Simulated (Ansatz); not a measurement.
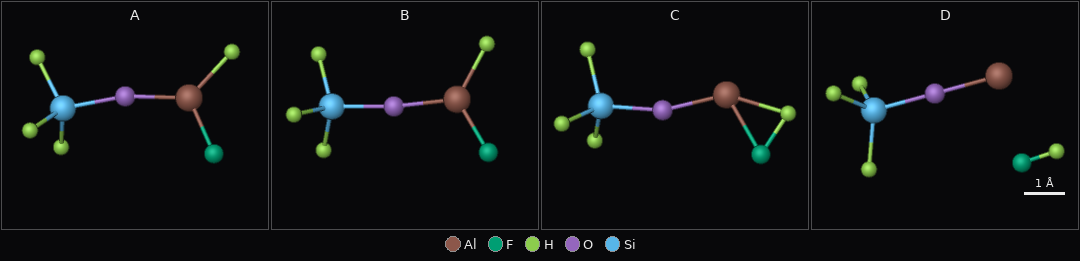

4 geometries from a converged minimum-energy path of AlSiH4OF, shuffled. Style: ball-and-stick. Shown at a tilt.

Theory: RKS PBE/6-31G* (Ansatz 0.2.0). Settings: 5 movable images; climbing image; force threshold 0.05 eV/Å; iteration limit 60; starting path through a guess of the saddle point.

### Which frame is the top of the path?

C. In order along the path, whose images run from 0 to 6: B (image 1, +0.01 eV), A (image 2, +0.05 eV), C (image 4, +2.81 eV), D (image 6, +2.39 eV). Breaking: Al–F (1.67 → 2.37 Å), Al–H (1.58 → 2.57 Å). Forming: F–H (2.80 → 0.95 Å).

The run took 2 min on 1 thread of AMD EPYC 9R45 96-Core Processor (Zen 5), with other jobs on the host, peak memory 0.17 GiB.
